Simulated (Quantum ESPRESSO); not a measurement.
# FeO (Wuestite): spin spirals in supercells

Aim: the energy of flat spin spirals of FeO (Wuestite) that close within a few cells.

Program: Quantum ESPRESSO 7.5. Level of theory: LDA with U = 4.5 eV on Fe d (ortho-atomic projectors); plane waves with GBRV 1.5 LDA potentials, no spin-orbit coupling, flat spiral in a supercell. Results are calculated unless marked as measured.

The database entry behind the starting cell differs from later determinations by our own check (inexact against later determinations), so it need not match the best structure at ambient conditions.

## (1) Set-up

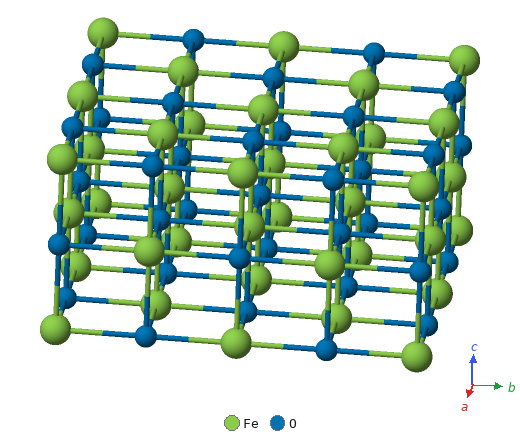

The starting structure, seen slightly off an axis (iron green, oxygen blue). 2×2×1 cells are drawn. This picture shows the conventional cell, with its axes. Some periodic images of atoms are drawn too.

The cell comes from the Crystallography Open Database.

## (2) Parallel moments, one cell

pw.in

```
&CONTROL
  calculation = 'scf'
  prefix = 'pwscf'
  outdir = './tmp'
  pseudo_dir = './pseudo'
  disk_io = 'nowf'
/
&SYSTEM
  ibrav = 0
  nat = 2
  ntyp = 2
  ecutwfc = 34
  ecutrho = 238
  nbnd = 36
  occupations = 'smearing'
  smearing = 'fd'
  degauss = 0.00734986
  noncolin = .true.
  starting_magnetization(1) = 0.25
  angle1(1) = 90
  angle2(1) = 0
  starting_magnetization(2) = 0
/
&ELECTRONS
  conv_thr = 4d-09
  electron_maxstep = 150
  mixing_beta = 0.3
/
ATOMIC_SPECIES
Fe     55.8450 fe_lda_v1.5.uspp.F.UPF
O      15.9990 o_lda_v1.2.uspp.F.UPF
CELL_PARAMETERS angstrom
   0.0000000000    2.1554000000    2.1554000000
   2.1554000000    0.0000000000    2.1554000000
   2.1554000000    2.1554000000    0.0000000000
ATOMIC_POSITIONS crystal
Fe      0.0000000000    0.0000000000    0.0000000000
O       0.5000000000    0.5000000000    0.5000000000
K_POINTS automatic
6 6 12 0 0 0
HUBBARD {ortho-atomic}
U Fe-3d 4.5000
```

Started as:

```bash
> OMP_NUM_THREADS=1 mpirun -n 4 pw.x -nk 4 -in pw.in > pw.out
```

The log of the run:

```text
Program PWSCF v.7.5 starts

     Message from routine setup:
     using ibrav=0 with symmetry is DISCOURAGED, use correct ibrav instead

     K-points division:     npool     =       4
     Subspace diagonalization in iterative solution of the eigenvalue problem:

     G-vector sticks info
     --------------------
     sticks:   dense  smooth     PW     G-vecs:    dense   smooth      PW
     Sum         547     313    109                 8393     3695     725

     Using Slab Decomposition

     bravais-lattice index     =            0
     lattice parameter (alat)  =       5.7603  a.u.
     unit-cell volume          =     135.1482 (a.u.)^3
     number of atoms/cell      =            2
     number of atomic types    =            2
     number of electrons       =        22.00
     number of Kohn-Sham states=           36
     kinetic-energy cutoff     =      34.0000  Ry
     charge density cutoff     =     238.0000  Ry
     scf convergence threshold =      4.0E-09
     mixing beta               =       0.3000
     number of iterations used =            8  plain     mixing
     Exchange-correlation= SLA  PZ   NOGX NOGC
                           (   1   1   0   0   0   0   0)
     Noncollinear calculation without spin-orbit

     Hubbard projectors: ortho-atomic
     Hubbard parameters of DFT+U (Dudarev formulation) in eV:
     U(Fe-3d) =  4.5000

     Internal variables: lda_plus_u =T, lda_plus_u_kind = 0

     Internal variables: orbital_resolved =F, hub_pot_fix =F, apply_U = F

     celldm(1)=   5.760255  celldm(2)=   0.000000  celldm(3)=   0.000000
     celldm(4)=   0.000000  celldm(5)=   0.000000  celldm(6)=   0.000000

     crystal axes: (cart. coord. in units of alat)
               a(1) = (   0.000000   0.707107   0.707107 )
               a(2) = (   0.707107   0.000000   0.707107 )
               a(3) = (   0.707107   0.707107   0.000000 )

     reciprocal axes: (cart. coord. in units 2 pi/alat)
               b(1) = ( -0.707107  0.707107  0.707107 )
               b(2) = (  0.707107 -0.707107  0.707107 )
               b(3) = (  0.707107  0.707107 -0.707107 )

     PseudoPot. # 1 for Fe read from file:
     fe_lda_v1.5.uspp.F.UPF
     Pseudo is Ultrasoft + core correction, Zval = 16.0
     Generated by new atomic code, or converted to UPF format
     Using radial grid of  861 points,  6 beta functions with:
                l(1) =   0
                l(2) =   0
                l(3) =   1
                l(4) =   1
                l(5) =   2
                l(6) =   2
     Q(r) pseudized with  8 coefficients,  rinner =    1.000   1.000   1.000
                                                       1.000   1.000

     PseudoPot. # 2 for O  read from file:
     o_lda_v1.2.uspp.F.UPF
     Pseudo is Ultrasoft + core correction, Zval =  6.0
     Generated by new atomic code, or converted to UPF format
     Using radial grid of  737 points,  5 beta functions with:
                l(1) =   0
                l(2) =   0
                l(3) =   1
                l(4) =   1
                l(5) =   2
     Q(r) pseudized with  8 coefficients,  rinner =    0.900   0.900   0.900
                                                       0.900   0.900

     atomic species   valence    mass     pseudopotential
     Fe               16.00    55.84500     Fe( 1.00)
     O                 6.00    15.99900     O ( 1.00)

     16 Sym. Ops., with inversion, found

   Cartesian axes

     site n.     atom                  positions (alat units)
         1        Fe     tau(   1) = (   0.0000000   0.0000000   0.0000000  )
         2        O      tau(   2) = (   0.7071068   0.7071068   0.7071068  )

     number of k points=    93  Fermi-Dirac smearing, width (Ry)=  0.0073
                       cart. coord. in units 2pi/alat
        k(    1) = (   0.0000000   0.0000000   0.0000000), wk =   0.0023148
        k(    2) = (   0.0589256   0.0589256  -0.0589256), wk =   0.0046296
        k(    3) = (   0.1178511   0.1178511  -0.1178511), wk =   0.0185185
        k(    4) = (   0.1767767   0.1767767  -0.1767767), wk =   0.0046296
        k(    5) = (   0.2357023   0.2357023  -0.2357023), wk =   0.0185185
        [... 88 further k-points ...]

     Dense  grid:     8393 G-vectors     FFT dimensions: (  30,  30,  30)

     Smooth grid:     3695 G-vectors     FFT dimensions: (  24,  24,  24)

     Check: negative core charge=   -0.000029
     Generating pointlists ...
     new r_m :   0.2917 (alat units)  1.6802 (a.u.) for type    1
     new r_m :   0.2917 (alat units)  1.6802 (a.u.) for type    2

     Initial potential from superposition of free atoms

     starting charge      21.0000, renormalised to      22.0000

     STARTING HUBBARD OCCUPATIONS:

     ================= HUBBARD OCCUPATIONS ================
     ------------------------ ATOM    1 ------------------------
     Tr[ns(  1)] (up, down, total) =   2.50000  2.50000  5.00000
     [... lines left out ...]
     Atomic magnetic moment mx, my, mz =     5.000000    0.000000    0.000000

     Number of occupied Hubbard levels =    5.0000

 ==============================================================================
     atom number    1 relative position :    0.0000   0.0000   0.0000
     charge :    13.660825  (integrated on a sphere of radius 0.292)
     magnetization :          3.391343    0.000000    0.000000
     magnetization/charge:    0.248253    0.000000    0.000000
     polar coord.: r, theta, phi [deg] :     3.391343   90.000000    0.000000

 ==============================================================================

 ==============================================================================
     atom number    2 relative position :    0.7071   0.7071   0.7071
     charge :     5.643848  (integrated on a sphere of radius 0.292)
     magnetization :          0.080161    0.000000    0.000000
     magnetization/charge:    0.014203    0.000000    0.000000
     polar coord.: r, theta, phi [deg] :     0.080161   90.000000    0.000000

 ==============================================================================

     Atomic wfc used for Hubbard projectors are orthogonalized

     Starting wfcs are   34 randomized atomic wfcs +    2 random wfcs

     Self-consistent Calculation

     iteration #  1     ecut=    34.00 Ry     beta= 0.30
     Davidson diagonalization with overlap
     ethr =  1.00E-02,  avg # of iterations =  4.3

     ================= HUBBARD OCCUPATIONS ================
     ------------------------ ATOM    1 ------------------------
     Tr[ns(  1)] (up, down, total) =   2.76772  2.76772  5.53544
     [... lines left out ...]
     Atomic magnetic moment mx, my, mz =     4.196869   -0.000000   -0.000000

     Number of occupied Hubbard levels =    5.5354

     total energy              =    -282.18165209 Ry
     estimated scf accuracy    <       0.80107729 Ry

     total magnetization       =     4.33    -0.00    -0.00 Bohr mag/cell
     absolute magnetization    =     4.34 Bohr mag/cell

     iteration #  2     ecut=    34.00 Ry     beta= 0.30
     Davidson diagonalization with overlap
     ethr =  3.64E-03,  avg # of iterations =  2.0

     total energy              =    -282.38644083 Ry
     estimated scf accuracy    <       0.10868486 Ry

     total magnetization       =     4.01    -0.00     0.00 Bohr mag/cell
     absolute magnetization    =     4.01 Bohr mag/cell

     iteration #  3     ecut=    34.00 Ry     beta= 0.30
     Davidson diagonalization with overlap
     ethr =  4.94E-04,  avg # of iterations =  1.5

     total energy              =    -282.40306033 Ry
     estimated scf accuracy    <       0.01519689 Ry

     total magnetization       =     4.01     0.00     0.00 Bohr mag/cell
     absolute magnetization    =     4.02 Bohr mag/cell

     [... further iterations left out ...]

     iteration #  9     ecut=    34.00 Ry     beta= 0.30
     Davidson diagonalization with overlap
     ethr =  1.71E-09,  avg # of iterations =  1.0

     total energy              =    -282.40689345 Ry
     estimated scf accuracy    <       0.00000037 Ry

     total magnetization       =     4.01    -0.00     0.00 Bohr mag/cell
     absolute magnetization    =     4.03 Bohr mag/cell

     iteration # 10     ecut=    34.00 Ry     beta= 0.30
     Davidson diagonalization with overlap
     ethr =  1.69E-09,  avg # of iterations =  1.0

     total energy              =    -282.40689373 Ry
     estimated scf accuracy    <       0.00000007 Ry

     total magnetization       =     4.01     0.00     0.00 Bohr mag/cell
     absolute magnetization    =     4.03 Bohr mag/cell

     iteration # 11     ecut=    34.00 Ry     beta= 0.30
     Davidson diagonalization with overlap
     ethr =  3.22E-10,  avg # of iterations =  2.0

     total energy              =    -282.40689377 Ry
     estimated scf accuracy    <       0.00000005 Ry

     total magnetization       =     4.01    -0.00    -0.00 Bohr mag/cell
     absolute magnetization    =     4.03 Bohr mag/cell

     iteration # 12     ecut=    34.00 Ry     beta= 0.30
     Davidson diagonalization with overlap
     ethr =  2.39E-10,  avg # of iterations =  2.0

 ==============================================================================
     atom number    1 relative position :    0.0000   0.0000   0.0000
     charge :    13.512995  (integrated on a sphere of radius 0.292)
     magnetization :          3.563087    0.000000   -0.000000
     magnetization/charge:    0.263679    0.000000   -0.000000
     polar coord.: r, theta, phi [deg] :     3.563087   90.000000    0.000000

 ==============================================================================

 ==============================================================================
     atom number    2 relative position :    0.7071   0.7071   0.7071
     charge :     5.827655  (integrated on a sphere of radius 0.292)
     magnetization :          0.241508    0.000000   -0.000000
     magnetization/charge:    0.041442    0.000000   -0.000000
     polar coord.: r, theta, phi [deg] :     0.241508   90.000000    0.000000

 ==============================================================================

     End of self-consistent calculation

     ================= HUBBARD OCCUPATIONS ================
     ------------------------ ATOM    1 ------------------------
     Tr[ns(  1)] (up, down, total) =   3.07085  3.07085  6.14169
     [... lines left out ...]
     Atomic magnetic moment mx, my, mz =     3.762629   -0.000000   -0.000000

     Number of occupied Hubbard levels =    6.1417
     [... lines left out ...]
     the Fermi energy is    14.6116 ev

!    total energy              =    -282.40689380 Ry
     estimated scf accuracy    <          3.1E-09 Ry
     smearing contrib. (-TS)   =      -0.00318870 Ry
     internal energy E=F+TS    =    -282.40370510 Ry

     The total energy is F=E-TS. E is the sum of the following terms:
     one-electron contribution =    -136.67435025 Ry
     hartree contribution      =      80.25096252 Ry
     xc contribution           =     -36.10004035 Ry
     ewald contribution        =    -190.02755606 Ry
     Hubbard energy            =       0.14727905 Ry

     total magnetization       =     4.01     0.00     0.00 Bohr mag/cell
     absolute magnetization    =     4.03 Bohr mag/cell

     convergence has been achieved in  12 iterations

=------------------------------------------------------------------------------=
   JOB DONE.
=------------------------------------------------------------------------------=
```

It took 20 s on 4 MPI ranks of Arm Neoverse V1, shared host; peak memory 0.31 GiB.

Spin moment in the atom's sphere by atom:

| atom | x (μB) | y (μB) | z (μB) | size |
| --- | --- | --- | --- | --- |
| Fe1 | 3.56 | 0.00 | 0.00 | 3.56 |
| O2 | 0.24 | 0.00 | 0.00 | 0.24 |

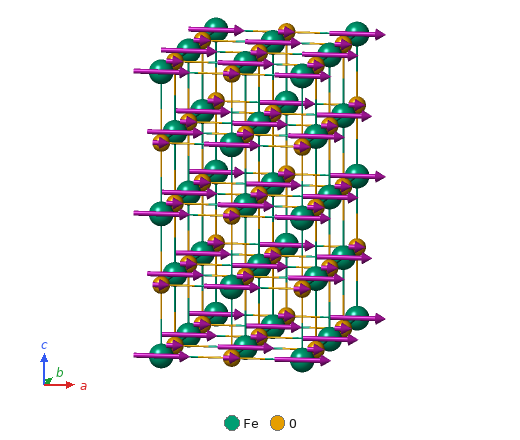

Spin moment in the atom's sphere as arrows, the longest 3.56 μB. Each arrow also spans its atom, so small moments look longer than they are. 1×2×2 conventional cells are drawn. Some periodic images of atoms are drawn too.

This step gave:

```yaml
smearing_term_ts: 0.04338 eV
magnetization: 4.008, 0, 0 μB
absolute_magnetization: 4.032 μB
final_state: ferromagnetic
```

## (3) One turn in 2 cells along the input cell's c

Neighbouring cells are turned by 180° in the xy plane; the cell holds 4 atoms.

pw.in

```
&CONTROL
  calculation = 'scf'
  prefix = 'pwscf'
  outdir = './tmp'
  pseudo_dir = './pseudo'
  disk_io = 'nowf'
/
&SYSTEM
  ibrav = 0
  nat = 4
  ntyp = 4
  ecutwfc = 34
  ecutrho = 238
  nbnd = 62
  occupations = 'smearing'
  smearing = 'fd'
  degauss = 0.00734986
  noncolin = .true.
  starting_magnetization(1) = 0.25
  angle1(1) = 90
  angle2(1) = 0
  starting_magnetization(2) = 0.25
  angle1(2) = 90
  angle2(2) = 180
  starting_magnetization(3) = 0
  starting_magnetization(4) = 0
/
&ELECTRONS
  conv_thr = 8d-09
  electron_maxstep = 150
  mixing_beta = 0.3
/
ATOMIC_SPECIES
Fe1    55.8450 fe_lda_v1.5.uspp.F.UPF
Fe2    55.8450 fe_lda_v1.5.uspp.F.UPF
O1     15.9990 o_lda_v1.2.uspp.F.UPF
O2     15.9990 o_lda_v1.2.uspp.F.UPF
CELL_PARAMETERS angstrom
   0.0000000000    2.1554000000    2.1554000000
   2.1554000000    0.0000000000    2.1554000000
   4.3108000000    4.3108000000    0.0000000000
ATOMIC_POSITIONS crystal
Fe1     0.0000000000    0.0000000000    0.0000000000
Fe2     0.0000000000    0.0000000000    0.5000000000
O1      0.5000000000    0.5000000000    0.2500000000
O2      0.5000000000    0.5000000000    0.7500000000
K_POINTS automatic
6 6 6 0 0 0
HUBBARD {ortho-atomic}
U Fe1-3d 4.5000
U Fe2-3d 4.5000
```

The log of the run:

```text
     [... lines left out ...]
Program PWSCF v.7.5 starts
     [... lines left out ...]
     number of atoms/cell      =            4
     [... lines left out ...]
     number of electrons       =        44.00
     number of Kohn-Sham states=           62
     kinetic-energy cutoff     =      34.0000  Ry
     charge density cutoff     =     238.0000  Ry
     scf convergence threshold =      8.0E-09
     [... lines left out ...]
     Noncollinear calculation without spin-orbit
     [... lines left out ...]
      2 Sym. Ops. (no inversion) found
     [... lines left out ...]
     number of k points=   114  Fermi-Dirac smearing, width (Ry)=  0.0073
     [... lines left out ...]
     iteration # 50     ecut=    34.00 Ry     beta= 0.30
     [... lines left out ...]
     atom number    1 relative position :    0.0000   0.0000   0.0000
     [... lines left out ...]
     magnetization :          3.471263   -0.000043    0.000043
     [... lines left out ...]
     atom number    2 relative position :    0.7071   0.7071   0.0000
     [... lines left out ...]
     magnetization :         -3.471251   -0.000041    0.000041
     [... lines left out ...]
     atom number    3 relative position :    0.7071   0.7071   0.7071
     [... lines left out ...]
     magnetization :          0.000003   -0.000003    0.000003
     [... lines left out ...]
     atom number    4 relative position :    1.4142   1.4142   0.7071
     [... lines left out ...]
     magnetization :          0.000003   -0.000003    0.000003
     [... lines left out ...]
     Tr[ns(  1)] (up, down, total) =   3.08298  3.08293  6.16591
     [... lines left out ...]
     Tr[ns(  2)] (up, down, total) =   3.08298  3.08294  6.16592
     [... lines left out ...]
     the Fermi energy is    14.2014 ev
!    total energy              =    -564.81555742 Ry
     estimated scf accuracy    <          7.3E-09 Ry
     smearing contrib. (-TS)   =      -0.00805127 Ry
     [... lines left out ...]
     total magnetization       =     0.00    -0.00     0.00 Bohr mag/cell
     absolute magnetization    =     7.49 Bohr mag/cell
     convergence has been achieved in  50 iterations
```

Wall time 5.4 min (4 MPI ranks); peak memory 0.6 GiB; 21 min of CPU time.

Spin moment in the atom's sphere by atom:

| atom | x (μB) | y (μB) | z (μB) | size |
| --- | --- | --- | --- | --- |
| Fe1 | 3.47 | 0.00 | 0.00 | 3.47 |
| Fe2 | -3.47 | 0.00 | 0.00 | 3.47 |
| O3 | 0.00 | 0.00 | 0.00 | 0.00 |
| O4 | 0.00 | 0.00 | 0.00 | 0.00 |

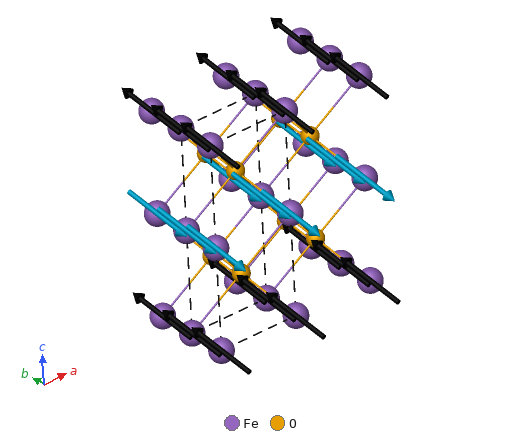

Spin moment in the atom's sphere as arrows, the longest 3.47 μB. The two directions have two colours. Bonds to atoms that aren't drawn are left out. 2×2×1 cells are drawn. Some periodic images of atoms are drawn too.

This step gave:

| Item | Value |
| --- | --- |
| smearing term TS | 0.1095 eV |
| magnetization | 0, 0, 0 μB |
| absolute magnetization | 7.49 μB |
| final state | antiferromagnetic |

[end of part 1 of 2]

[Logs and program files are shortened in this print: banners, set-up blocks, solver, clock and traceback lines can be left out without a mark of their own.]

[Logs are printed without paths, hosts, clocks, repeated set-up lines and the standing remarks that a program may print on its own settings, such as how far it seeks lower states.]

[Hosts, paths, dates, database ids (printed as entryN), source tags and the programs' standing remarks are cut or masked in the printed files.]

[Where a cell is said to come from a database of computed structures, the database is the Materials Project.]
